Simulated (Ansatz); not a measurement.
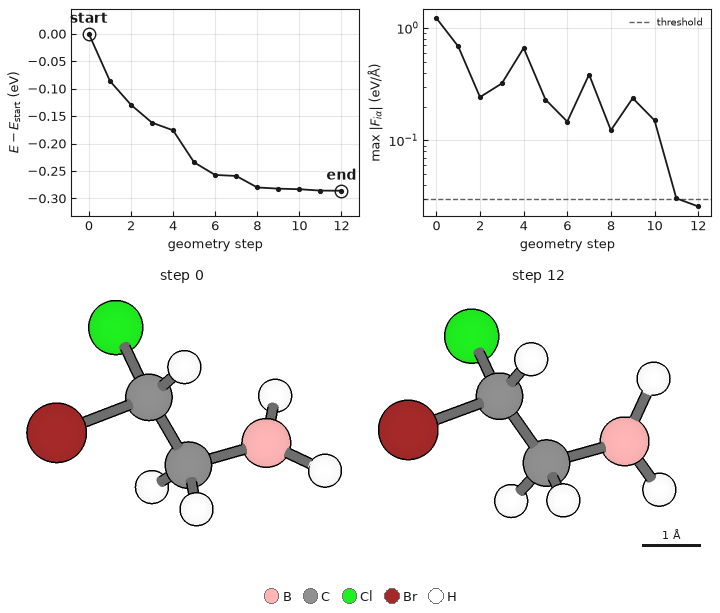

First and last geometry of a relaxation of C₂H₅BBrCl (coarse preliminary run), with the history of the run. Style: ball-and-stick. Shown at a tilt.

The start comes from a force field.

The calculation used Ansatz 0.2.0, RKS PBE-D4/def2-SVP.

The input:
```yaml
crystal:
  periodic: [false, false, false]
  atoms:
    - {symbol: B, position_ang: [-1.422200, 0.251200, -0.342900]}
    - {symbol: C, position_ang: [-0.102000, -0.520300, -0.342400]}
    - {symbol: C, position_ang: [0.981400, 0.242200, 0.375000]}
    - {symbol: Cl, position_ang: [0.768300, 0.342400, 2.140300]}
    - {symbol: Br, position_ang: [2.706600, -0.676500, 0.107500]}
    - {symbol: H, position_ang: [-2.016500, 0.575900, 0.658000]}
    - {symbol: H, position_ang: [-1.931000, 0.622200, -1.377100]}
    - {symbol: H, position_ang: [0.244200, -0.672400, -1.402600]}
    - {symbol: H, position_ang: [-0.261500, -1.487300, 0.181900]}
    - {symbol: H, position_ang: [1.115800, 1.271500, 0.005300]}
basis:
  gaussian: {orbitals: def2-SVP}
hamiltonian: {xc: pbe, dispersion: d4}
relax: {f_tol: 0.03, max_steps: 200}
```

Launched with:
```bash
ansatz run in.yaml --threads 4 --pin off --events-out ev --progress --plain --max-ram 10444MiB
```

Question: What do the curves and the structures tell?

Answer: It converged. After 12 geometry steps the energy has fallen by 0.286 eV. Largest force component: 1.2 eV/Å at the start, 0.026 eV/Å at the end. The largest move after the best rigid fit is that of H7, 1.19 Å. Largest moves by element: H 1.19 Å, Cl 0.31 Å, C 0.11 Å, Br 0.09 Å, B 0.05 Å. Among the contacts that change: B1–C2 1.529 → 1.566 Å, C3–Cl4 1.781 → 1.798 Å, B1–H6 1.208 → 1.217 Å, C2–C3 1.507 → 1.513 Å. Bond angles that change, for instance: H8–C2–H9 111.8° → 104.2°, B1–C2–H8 109.5° → 104.0°, Cl4–C3–Br5 105.4° → 110.4°. Groups turn about B1–C2 by about 80°.

| step | E − E(0), eV | largest force component, eV/Å |
| --- | --- | --- |
| 0 | 0.0000 | 1.2226 |
| 1 | -0.0858 | 0.6860 |
| 2 | -0.1293 | 0.2426 |
| 3 | -0.1619 | 0.3209 |
| 4 | -0.1758 | 0.6639 |
| 5 | -0.2342 | 0.2308 |
| 6 | -0.2572 | 0.1468 |
| 7 | -0.2590 | 0.3855 |
| 8 | -0.2800 | 0.1230 |
| 9 | -0.2821 | 0.2374 |
| 10 | -0.2832 | 0.1507 |
| 11 | -0.2857 | 0.0305 |
| 12 | -0.2859 | 0.0258 |
